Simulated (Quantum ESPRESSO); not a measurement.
# Dipole at the next field: Ta2NOS MXene, 1 layer

How the rows were computed: Quantum ESPRESSO 7.5, PBE, PseudoDojo norm-conserving; sawtooth field along the normal with dipole correction, ions clamped, threshold 1e-9 Ry; cell area 8.946 Å².

| field (V/Å) | dipole (e Å a cell) |
| --- | --- |
| 0 | 0.00177 |
| 0.1 | 0.03375 |
| 0.2 | 0.06573 |

**Question.** What is the dipole at 0.4 V/Å, and what electrostatic thickness 4πα/A follows from the rows?

By hand: The slope is (0.06573 − (0.00177))/0.2 = 0.3198 e Å²/V, so 4πα/A = 180.95 × 0.3198/8.946 = 6.47 Å. Linear response gives p = 0.00177 + 0.3198 × (0.4) = 0.12969 e Å; a parabola through the three rows gives 0.12969.

**Check.** p = 0.12985 e Å. The line misses by 0.1 % of the induced dipole and the parabola by 0.1 %. The response is linear over this range.

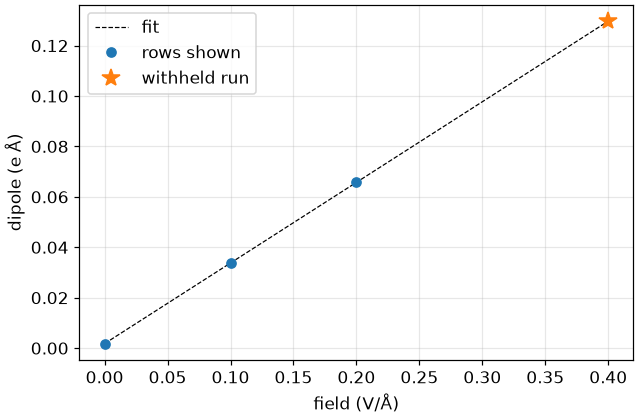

The rows shown, the fit and the withheld run.

Caveats: Electrons alone respond; local and semilocal functionals tend to overscreen.
